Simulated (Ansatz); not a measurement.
# NClO (nitrosyl chloride): CCSDTQ/STO-3G

Aim: the electronic atomisation energy of NClO (nitrosyl chloride) at CCSDTQ/STO-3G, from 4 runs. 

The calculation is run with Ansatz 0.2.0.

50 further runs of the same task are left out: 5 that didn't finish, 45 set aside as unsound or not needed.

**1. The molecule**

The species is NClO (3 atoms), meant as a singlet with charge 0. SMILES: `O=NCl`. Geometry: relaxed at PBE0-D4/def2-TZVP.

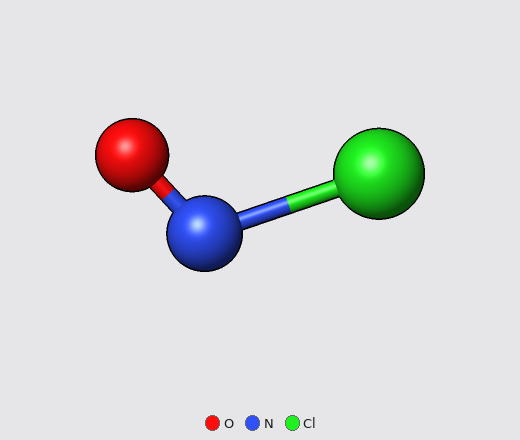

The structure, seen from a chosen angle (oxygen red, nitrogen blue, chlorine green).

**2. A single-point energy at CCSDTQ/STO-3G**

Input file in.yaml:

```yaml
crystal:
  periodic: [false, false, false]
  atoms:
    - {symbol: O, position_ang: [1.000080, -0.338330, 0.513880]}
    - {symbol: N, position_ang: [0.052050, -0.599550, -0.035840]}
    - {symbol: Cl, position_ang: [-1.052130, 0.937900, -0.478040]}
basis:
  gaussian:
    orbitals: STO-3G
correlation:
  method: ccsdtq
  frozen_orbitals: {Cl: 5, "N": 1, O: 1}
accuracy: high
scf:
  omitted_lower_state_checks: [cluster_reference, increment]
```

The run is started by

```sh
$ ansatz run in.yaml --threads 1 --pin off --max-ram 3480MiB --events-out events.jsonl --progress --plain --runs-dir runs
```

Standard output:

```text
Warning: RAYON_NUM_THREADS=1 ignored (pool sized by the plan → 1); use --threads N
Functional definition: HF
  name "HF"
  exchange = exact_x
  correlation = 0
these checks for a lower state are left out or cut short: cluster_reference, increment
323 factors; integrals over basis functions are off by at most 3.2e-8 eV
mean field evaluation 1: about -15835.7467 eV, gradient 1.9e1 eV
mean field evaluation 2: about -15835.8622 eV, gradient 1.9e1 eV
mean field evaluation 4: about -15838.5447 eV, gradient 2.9e0 eV
mean field evaluation 8: about -15838.6302 eV, gradient 1.4e-1 eV
mean field -15838.63034853 eV, -582.0589294991 hartree, gradient 2.7e-8 eV, S^2 0.000000; 0 other end points of the search recorded, 0 dependent functions left out; unrestricted orbitals would lower it
7 core orbitals not correlated: weight in the atoms' cores, before any rotation towards them, 1.000 or more for the frozen orbitals, at most 0.000 for the correlated occupied ones
reference -15838.63034853 eV, -582.0589294991 hartree; 9, 9 occupied and 3, 3 virtual orbitals, 323 factors
second order -4.04631156 eV of doubles, -0.00000000 eV of singles
cycle   1  -4.13670754 eV  change   -9.0e-2 eV  update   1.1e-1
cycle   2  -4.47467066 eV  change   -3.4e-1 eV  update   7.1e-2
cycle   3  -4.69855513 eV  change   -2.2e-1 eV  update   3.1e-2
cycle   4  -4.71573481 eV  change   -1.7e-2 eV  update   1.5e-2
cycle   5  -4.72799770 eV  change   -1.2e-2 eV  update   9.7e-3
cycle   6  -4.73537585 eV  change   -7.4e-3 eV  update   5.3e-3
cycle   7  -4.73950480 eV  change   -4.1e-3 eV  update   3.6e-3
cycle   8  -4.73767529 eV  change    1.8e-3 eV  update   1.5e-3
cycle   9  -4.73738148 eV  change    2.9e-4 eV  update   1.2e-3
cycle  10  -4.73829490 eV  change   -9.1e-4 eV  update   5.0e-4
cycle  11  -4.73838223 eV  change   -8.7e-5 eV  update   2.1e-4
cycle  12  -4.73850029 eV  change   -1.2e-4 eV  update   7.8e-5
cycle  13  -4.73853514 eV  change   -3.5e-5 eV  update   3.7e-5
cycle  14  -4.73852698 eV  change    8.2e-6 eV  update   3.7e-5
cycle  15  -4.73850713 eV  change    2.0e-5 eV  update   1.1e-5
cycle  16  -4.73851205 eV  change   -4.9e-6 eV  update   7.6e-6
cycle  17  -4.73851138 eV  change    6.6e-7 eV  update   6.2e-6
cycle  18  -4.73851109 eV  change    2.9e-7 eV  update   3.9e-6
cycle  19  -4.73851219 eV  change   -1.1e-6 eV  update   7.9e-7
cycle  20  -4.73851314 eV  change   -9.4e-7 eV  update   6.6e-7
cycle  21  -4.73851368 eV  change   -5.4e-7 eV  update   2.3e-7
cycle  22  -4.73851338 eV  change    3.0e-7 eV  update   1.9e-7
cycle  23  -4.73851327 eV  change    1.2e-7 eV  update   1.1e-7
cycle  24  -4.73851326 eV  change    1.2e-8 eV  update   8.5e-8
cycle  25  -4.73851331 eV  change   -5.6e-8 eV  update   3.5e-8
cycle  26  -4.73851288 eV  change    4.4e-7 eV  update   6.7e-8
cycle  27  -4.73851292 eV  change   -4.1e-8 eV  update   2.8e-8
cycle  28  -4.73851288 eV  change    3.6e-8 eV  update   4.3e-8
cycle  29  -4.73851287 eV  change    1.3e-8 eV  update   9.2e-9
cycle  30  -4.73851287 eV  change    2.0e-9 eV  update   1.0e-8
cycle  31  -4.73851287 eV  change   1.4e-10 eV  update   2.8e-9
cycle  32  -4.73851287 eV  change   7.7e-11 eV  update   1.3e-9
Total energy: -15843.36886139 eV, -582.2330666350 hartree
Checks for a lower state left out: cluster_reference, increment
```

It took 14 s on 1 thread of Arm Neoverse V1, shared host; peak memory 0.49 GiB.

**3. The Cl atom, same level**

Input file run.yaml:

```yaml
crystal:
  periodic: [false, false, false]
  atoms:
    - {symbol: Cl, position_ang: [0.000000, 0.000000, 0.000000]}
basis:
  gaussian: {orbitals: STO-3G}
magnetization: {spin_polarized: true, initial_magnetization: 1}
correlation: {method: ccsdtq, frozen_orbitals: {Cl: 5}}
accuracy: high
scf: {omitted_lower_state_checks: [cluster_reference, increment]}
```

Run the same way, it converges to -454.54219 Eh (log not shown).

**4. The N atom, same level**

Input file run.yaml:

```yaml
crystal:
  periodic: [false, false, false]
  atoms:
    - {symbol: N, position_ang: [0.000000, 0.000000, 0.000000]}
basis:
  gaussian: {orbitals: STO-3G}
magnetization: {spin_polarized: true, initial_magnetization: 3}
correlation: {method: ccsdtq, frozen_orbitals: {"N": 1}}
accuracy: high
scf: {omitted_lower_state_checks: [cluster_reference, increment]}
```

Run the same way, it converges to -53.71901 Eh (log not shown).

**5. The O atom, same level**

Input file molecule.yaml:

```yaml
crystal:
  periodic: [false, false, false]
  atoms:
    - {symbol: O, position_ang: [0.000000, 0.000000, 0.000000]}
basis:
  gaussian: {orbitals: STO-3G}
magnetization: {spin_polarized: true, initial_magnetization: 2}
correlation: {method: ccsdtq, frozen_orbitals: {O: 1}}
accuracy: high
scf: {omitted_lower_state_checks: [cluster_reference, increment]}
```

Run the same way, it converges to -73.80415 Eh (log not shown).

**6. Summary of results**

Level: CCSDTQ/STO-3G, 7 core orbitals frozen.

| quantity | value |
| --- | --- |
| molecule: total energy | -582.23307 Eh |
| molecule: correlation energy (7 core orbitals frozen) | -174.1 mEh |
| molecule: T1 diagnostic | 0.019 |
| Cl atom: total energy | -454.54219 Eh |
| Cl atom: correlation energy (5 core orbitals frozen) | 0.0 mEh |
| Cl atom: ⟨S²⟩ of the reference determinant | 0.750 |
| Cl atom: T1 diagnostic | 0.000 |
| N atom: total energy | -53.71901 Eh |
| N atom: correlation energy (1 core orbital frozen) | 0.0 mEh |
| N atom: ⟨S²⟩ of the reference determinant | 3.750 |
| N atom: T1 diagnostic | 0.000 |
| O atom: total energy | -73.80415 Eh |
| O atom: correlation energy (1 core orbital frozen) | 0.0 mEh |
| O atom: ⟨S²⟩ of the reference determinant | 2.000 |
| O atom: T1 diagnostic | 0.000 |
| electronic atomisation energy | 4.564 eV |

In words: Taking the molecule apart into free atoms costs 4.56 eV (105 kcal/mol), before zero-point energy and without spin-orbit coupling. In a minimal basis such a difference can be off by several eV, whatever the method. The restricted solution (molecule) is unstable to spin breaking: an unrestricted one lies lower.
